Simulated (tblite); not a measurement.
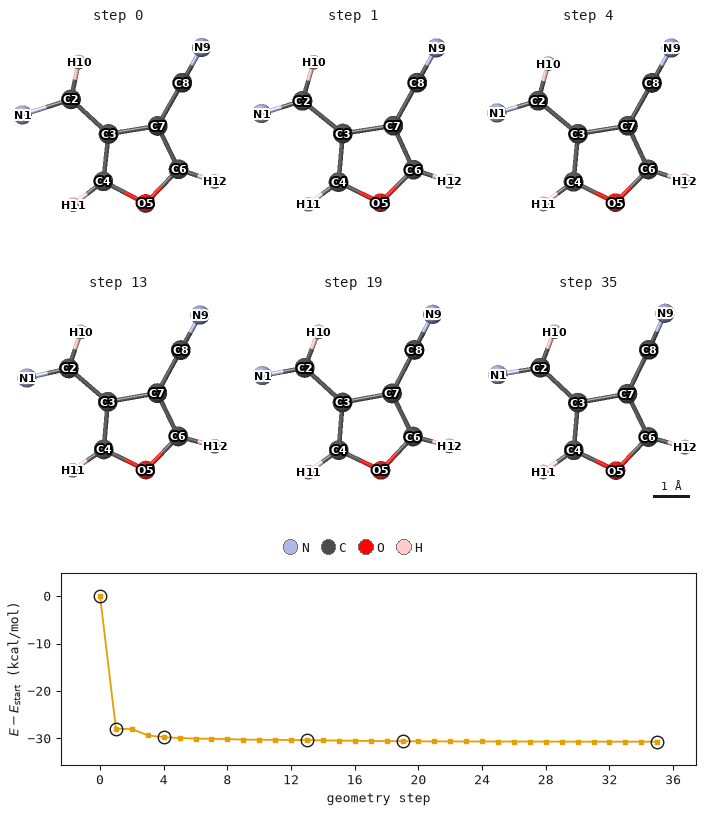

Frames of a relaxation of C$_{6}$H$_{3}$N$_{2}$O (multiplicity 2), marked on the history of the run. The picture is a ball-and-stick view, seen face on.

All numbers below come from GFN2-xTB geometry optimisation, gas phase (tblite). 

What happens along the run?

Answer. After 35 geometry steps the energy has fallen by 30.7 kcal/mol. N1 moves most after the best rigid fit: 0.26 Å. By element the largest moves are N 0.26 Å, H 0.17 Å, C 0.10 Å, O 0.02 Å. Near-neighbour distances that change, for instance: N1–C2 1.455 → 1.225 Å, C7–C8 1.426 → 1.403 Å, C4–O5 1.358 → 1.337 Å, C4–H11 1.092 → 1.072 Å. Bond angles that change, for instance: C3–C2–H10 121.0° → 112.0°, N1–C2–C3 119.3° → 127.4°, O5–C4–H11 114.6° → 118.6°. Cost: 0.15 s on 1 thread of Arm Neoverse V2, on a shared host. From step 0 to 1: N1 moves most (0.12 Å), energy −28.0 kcal/mol. From step 1 to 4: H10 moves most (0.04 Å), energy −1.76 kcal/mol. From step 4 to 13: H10 moves most (0.08 Å), energy −0.63 kcal/mol. From step 13 to 19: H10 moves most (0.08 Å), energy −0.23 kcal/mol. From step 19 to 35: N9 moves most (0.08 Å), energy −0.09 kcal/mol.
